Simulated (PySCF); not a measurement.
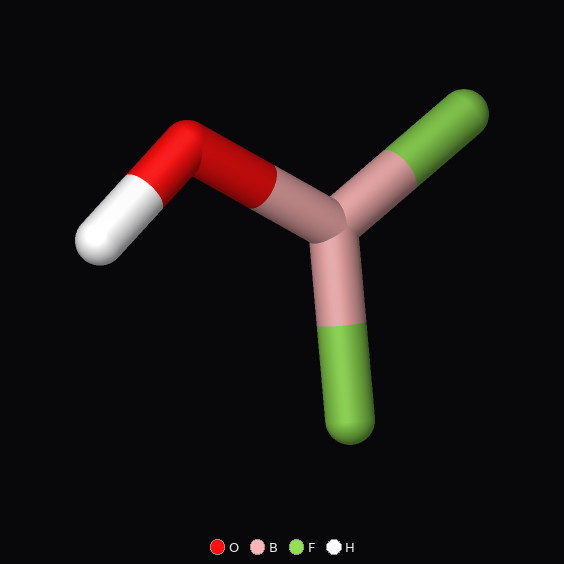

A stick model of a molecule. Every bond is drawn as one stick, whatever its order.

The computed structure is the end point of a PBE0-D3(BJ)/def2-SVP optimisation. No frequency run is at hand to confirm it as a minimum.

Question: Count the atoms of each element.

Answer: BF2HO, 5 atoms: 1 boron, 2 fluorine, 1 hydrogen and 1 oxygen.

Question: Write the SMILES.

Answer: OB(F)F

Question: How many atoms are distinct by symmetry?

Answer: 5: 1 O, 1 B, 1 F, 1 F, 1 H.

Question: Count the bonded pairs by element.

Answer: 2 B–F, 1 B–O, 1 O–H.

More results for the same structure follow; atom numbers are the same in all pictures, views and colours differ.

### Shape

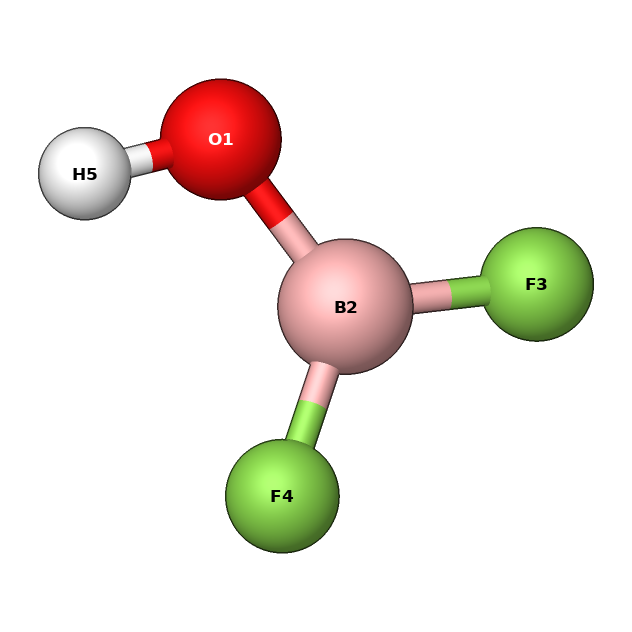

Numbered structure. No frequency run is at hand to confirm it as a minimum.

Which atoms are bonded, and how long are the bonds?

```csv
bond,length (Å),order
O1–B2,1.342,single
O1–H5,0.963,single
B2–F3,1.317,single
B2–F4,1.327,single
```

### Spin–spin coupling

No frequency run is at hand to confirm it as a minimum. Level of theory: B3LYP/def2-TZVP indirect spin-spin coupling, non-relativistic, gas phase (PySCF 2.14.0). Isotopes: 11B, 19F, 1H, 17O.

Give the spin–spin coupling constants of these pairs, with the number of bonds between them: O1/B2, O1/H5, B2/F3, B2/F4, F3/F4, F3/H5.

```tsv
pair	bonds apart	J (Hz)
O1, B2	1	−25.2
O1, H5	1	−77.6
B2, F3	1	−43.2
B2, F4	1	−85.2
F3, F4	2	−164.9
F3, H5	3	17.6
```

Density functionals are unreliable for couplings to fluorine, so those rows may be far off.

### Levels of theory compared

No frequency run is at hand to confirm it as a minimum. Program: PySCF 2.14.0.

At this fixed geometry, give HOMO–LUMO gap (eV) at these levels: B3LYP/aug-cc-pVTZ-J; B3LYP/def2-TZVP; B3LYP/pcJ-0; B3LYP/pcJ-2; B97-2/pcJ-1; BHandHLYP/pcJ-1; CAM-B3LYP/pcJ-1; KT2/pcJ-1; LDA/pcJ-1; PBE/pcJ-1; PBE0/pcJ-1.

```
              level  HOMO–LUMO gap (eV)
B3LYP/aug-cc-pVTZ-J                9.76
    B3LYP/def2-TZVP               10.37
        B3LYP/pcJ-0               11.32
        B3LYP/pcJ-2               10.36
        B97-2/pcJ-1               11.41
    BHandHLYP/pcJ-1               14.18
    CAM-B3LYP/pcJ-1               14.04
          KT2/pcJ-1                8.97
          LDA/pcJ-1                9.01
          PBE/pcJ-1                8.90
         PBE0/pcJ-1               11.74
```

### Dipole moment

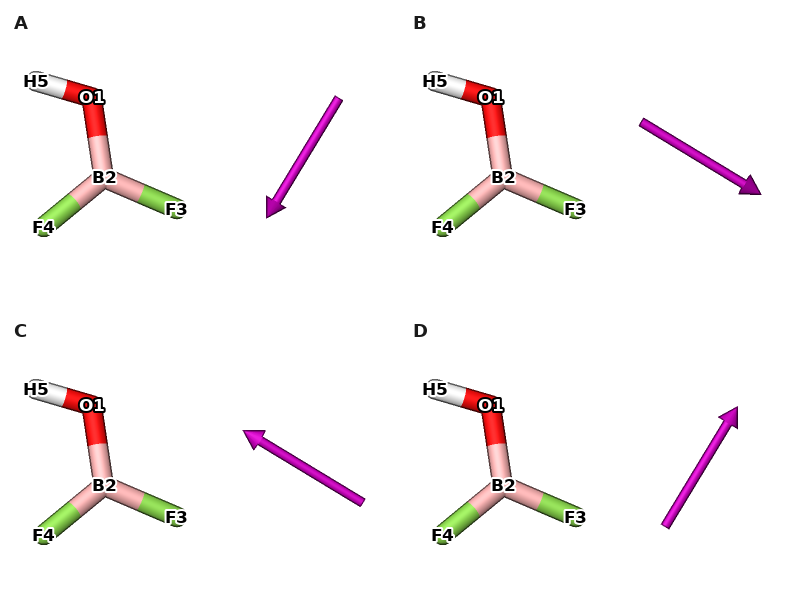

The same molecule four times, each with an arrow. No frequency run is at hand to confirm it as a minimum. Method: CAM-B3LYP/pcJ-1, gas phase (PySCF 2.14.0).

Question: Which arrow points along the dipole moment, from the negative to the positive end?

Answer: C. The dipole moment is 2.15 D; it points from the side of F3 to the side of H5 (the outermost atoms at the two ends).

### Quadrupole coupling

No frequency run is at hand to confirm it as a minimum. Electric field gradients from the ground-state density, HF/pcJ-1 (PySCF 2.14.0), non-relativistic apart from any core potentials.

Give the largest field-gradient component, the quadrupole coupling constant and the asymmetry for 17O at O1 (Q = −25.6 mb), 11B at B2 (Q = 40.59 mb), 2H at H5 (Q = 2.86 mb).

```
atom  V_zz (a.u.)  e²qQ/h (MHz)     η
  O1        1.410         −8.48  0.27
  B2        0.293          2.80  0.42
  H5        0.451         0.303  0.08
```
